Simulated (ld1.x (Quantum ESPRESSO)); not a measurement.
# Br: pseudopotential generation (part 2 of 2)

The same run, continued: bromine (Br, Z = 35), core [Ar], reference valence 3d10 4s2 4p4 (an ion of charge +1), valence charge 17. Method: TM potential, PBEsol, scalar-relativistic, made with ld1.x (Quantum ESPRESSO) 7.5.

### Output of the test run (extracts), continued
```
     ---------------------- Testing the pseudopotential ----------------------

     Br
     scalar relativistic calculation

     atomic number is 35.00   valence charge is 17.00
     dft =PBESOL   lsd =0 sic =0 latt =0  beta=0.20 tr2=1.0E-14
     mesh =1213 r(mesh) =  98.95369 xmin = -7.00 dx = 0.01250

     n l     nl             e AE (Ry)        e PS (Ry)    De AE-PS (Ry)
     3 2     3D   1( 9.00)       -6.67121      -15.40454        8.73333  !
     1 0     4S   1( 2.00)       -2.43411       -3.15887        0.72476  !
     2 1     4P   1( 5.00)       -1.41903       -1.41903        0.00000

     eps = 5.0E-15  iter = 24

     Etot =   -5203.615399 Ry,   -2601.807700 Ha,  -70798.794254 eV
     Etotps =  -272.855349 Ry,    -136.427674 Ha,   -3712.386144 eV
     dEtot_ae =       4.842537 Ry
     dEtot_ps =      26.625394 Ry,   Delta E=     -21.782858 Ry

     Ekin =     323.296103 Ry,     161.648052 Ha,    4398.667571 eV
     Encl =    -608.094464 Ry,    -304.047232 Ha,   -8273.546673 eV
     Ehrt =     127.643323 Ry,      63.821662 Ha,    1736.675883 eV
     Ecxc =     -22.402941 Ry,     -11.201471 Ha,    -304.807547 eV
     Epseu=     -93.297369 Ry,     -46.648685 Ha,   -1269.375378 eV

     ---------------------- End of pseudopotential test ----------------------

     ---------------------- Testing the pseudopotential ----------------------

     Br
     scalar relativistic calculation

     atomic number is 35.00   valence charge is 17.00
     dft =PBESOL   lsd =0 sic =0 latt =0  beta=0.20 tr2=1.0E-14
     mesh =1213 r(mesh) =  98.95369 xmin = -7.00 dx = 0.01250

     n l     nl             e AE (Ry)        e PS (Ry)    De AE-PS (Ry)
     3 2     3D   1(10.00)       -5.84110       -5.85405        0.01295  !
     1 0     4S   1( 1.00)       -2.29463       -2.29553        0.00090
     2 1     4P   1( 5.00)       -1.33267       -1.33285        0.00018

     eps = 1.0E-12  iter =201

     Etot =   -5207.501867 Ry,   -2603.750934 Ha,  -70851.672342 eV
     Etotps =  -298.524290 Ry,    -149.262145 Ha,   -4061.629882 eV
     dEtot_ae =       0.956069 Ry
     dEtot_ps =       0.956453 Ry,   Delta E=      -0.000384 Ry

     Ekin =     360.740987 Ry,     180.370493 Ha,    4908.131164 eV
     Encl =    -780.172268 Ry,    -390.086134 Ha,  -10614.784468 eV
     Ehrt =     240.158823 Ry,     120.079412 Ha,    3267.527249 eV
     Ecxc =     -29.618412 Ry,     -14.809206 Ha,    -402.979031 eV
     Epseu=     -89.633419 Ry,     -44.816710 Ha,   -1219.524797 eV

     ---------------------- End of pseudopotential test ----------------------

     ---------------------- Testing the pseudopotential ----------------------

     Br
     scalar relativistic calculation

     atomic number is 35.00   valence charge is 17.00
     dft =PBESOL   lsd =0 sic =0 latt =0  beta=0.20 tr2=1.0E-14
     mesh =1213 r(mesh) =  98.95369 xmin = -7.00 dx = 0.01250

     n l     nl             e AE (Ry)        e PS (Ry)    De AE-PS (Ry)
     3 2     3D   1( 9.00)       -5.81016      -15.40454        9.59438  !
     1 0     4S   1( 2.00)       -1.64339       -2.13234        0.48895  !
     2 1     4P   1( 6.00)       -0.67289       -0.67289        0.00000

     eps = 8.3E-15  iter = 24

     Etot =   -5204.653541 Ry,   -2602.326771 Ha,  -70812.918891 eV
     Etotps =  -267.744486 Ry,    -133.872243 Ha,   -3642.849310 eV
     dEtot_ae =       3.804395 Ry
     dEtot_ps =      31.736257 Ry,   Delta E=     -27.931862 Ry

     Ekin =     328.406965 Ry,     164.203483 Ha,    4468.204389 eV
     Encl =    -608.094463 Ry,    -304.047232 Ha,   -8273.546660 eV
     Ehrt =     127.643323 Ry,      63.821661 Ha,    1736.675879 eV
     Ecxc =     -22.402941 Ry,     -11.201471 Ha,    -304.807546 eV
     Epseu=     -93.297369 Ry,     -46.648685 Ha,   -1269.375372 eV

     ---------------------- End of pseudopotential test ----------------------
```

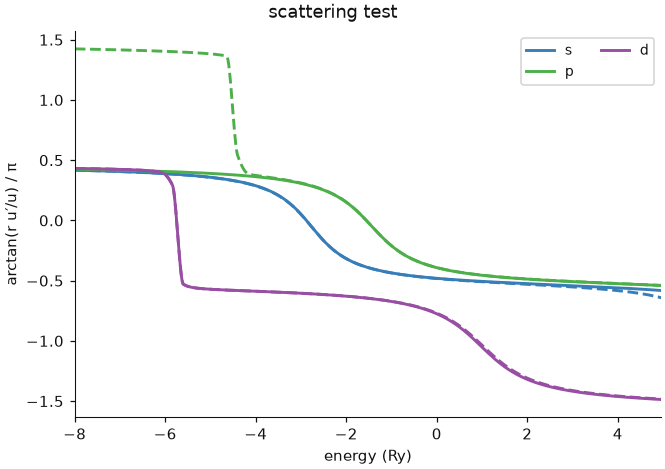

*Unwrapped phase arctan(r u′/u) in units of π against energy, all-electron (solid) and pseudo (dashed); the pseudo phase is matched to the all-electron one at the reference energy. Here u = r R(r). A near-vertical step is a level narrower than the spacing of the points behind the curves.*

- Ghost states: Going away from the reference energies, the phases part by more than π/2 in: p at about -4.5 Ry (below its reference energy, pseudo phase higher, at the flagged ghost). Such a step is either a state that only one of the two atoms has or an ordinary level shifted in energy. The separate test gives: ghost states below the valence levels: s at -316.4 eV, p at -60.0 eV. The other bound ghosts lie below the range of the plot.
- Range over which the phases agree within 0.05 rad: s: up to about 3.5 Ry; p: from about -4.1 Ry upwards; d: up to about 1.0 Ry.

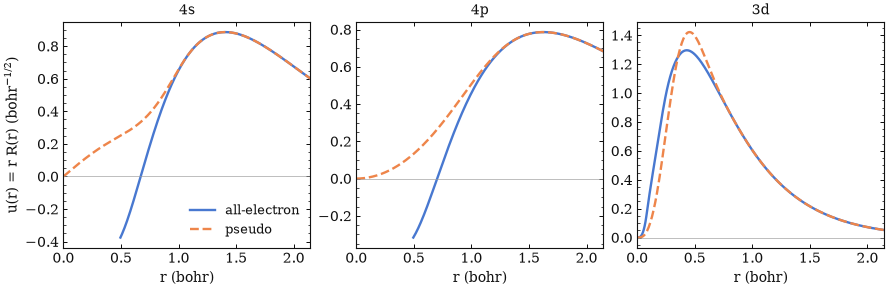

*Pseudo-waves (dashed) against the all-electron radial functions (solid). The innermost oscillations of some all-electron curves aren't drawn. Reference configuration 3d10 4s2 4p4.*

- Matching radii: 4s at 1.15 bohr; 4p at 1.65 bohr; 3d at 0.90 bohr. The curves merge smoothly, so the plot gives these only roughly.
- Nodes of the pseudo-waves: 4s has no node; 4p has no node; 3d has no node.
- Cutoffs needed: over 300 Ry (loose) and over 300 Ry (tight), as the cutoffs, on a coarse ladder, from which the occupation-weighted sum of valence levels, in a spherical-Bessel basis at the reference potential, stays within 10 and 1 mRy of its value at 400 Ry. The potential isn't sound: its ghost test gives ghost states below the valence levels: s at -316.4 eV, p at -60.0 eV.

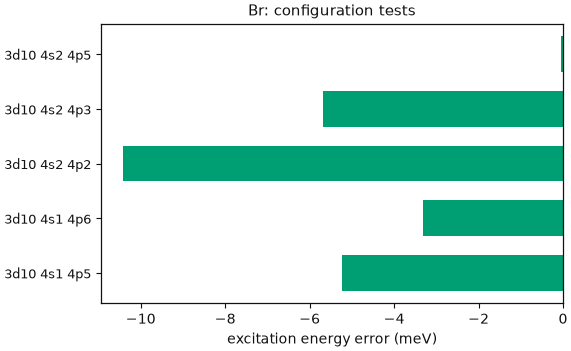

*Errors, all-electron minus pseudo, of the energies of valence configurations relative to the unpolarised reference 3d10 4s2 4p4. Not all tests gave a result: 2 of 7 tests not solved.*

- Worst configuration: 3d10 4s2 4p2 (charge +3): the error is -10 meV on an all-electron energy of +56.78 eV relative to the reference, or 0.018 %.
- Errors in meV: 3d10 4s2 4p5: 0.0; 3d10 4s2 4p3: -5.7; 3d10 4s2 4p2: -10; 3d10 4s1 4p6: -3.3; 3d10 4s1 4p5: -5.2.

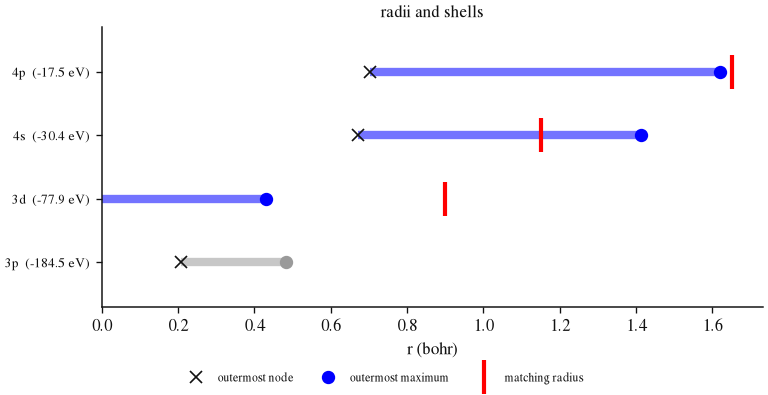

*Outer shells of the all-electron reference atom: each bar runs from the outermost node (or the nucleus) to the outermost maximum of u(r); the tick is the radius chosen for the pseudo-wave. Shells without a tick have no pseudo-wave of their own. Levels, nodes and maxima are from ld1.x, scalar-relativistic.*

- Radii against the shells: 3d: 0.90 bohr, outside the maximum; 4s: 1.15 bohr, between node and maximum; 4p: 1.65 bohr, outside the maximum.

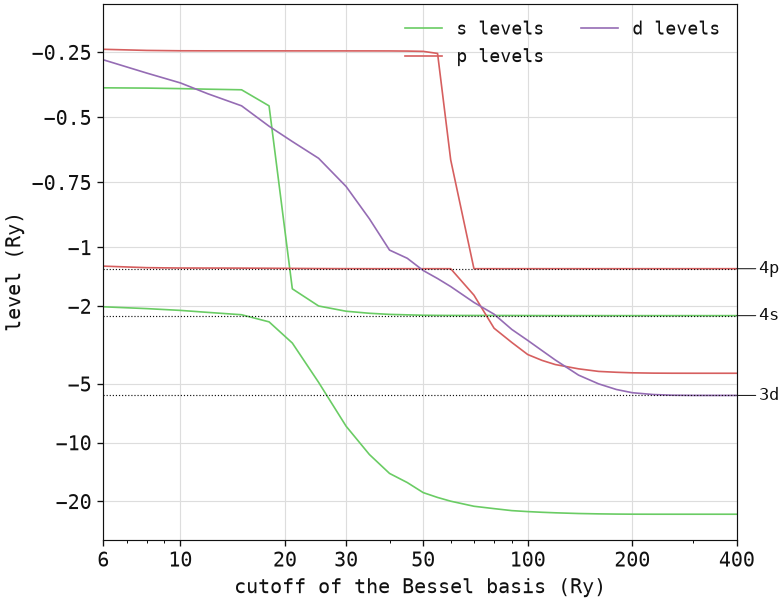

*The pseudo-atom Hamiltonian at the reference potential is diagonalised in spherical Bessel functions (20 bohr box) up to the cutoff. Curves: the lowest levels of each channel that holds a bound state. Dotted lines: the all-electron valence levels.*

- Ghost states: below the valence levels: s at -316.4 eV, p at -60.0 eV. A ghost is a state of the pseudo-atom that lies below a valence level of its channel, or is bound in a channel without one, and matches no all-electron valence level; bound levels above the valence ones can be real empty states. In Ry: s -23.25, p -4.41.
- Onset of the ghost: the lowest s curve lies clearly below the lowest valence level of its channel from about 18 Ry on and ends at -23.25 Ry.
- All-electron valence levels: 4s: -2.23 Ry; 4p: -1.28 Ry; 3d: -5.7 Ry.

Outcome of the run: generated, with a ghost state.
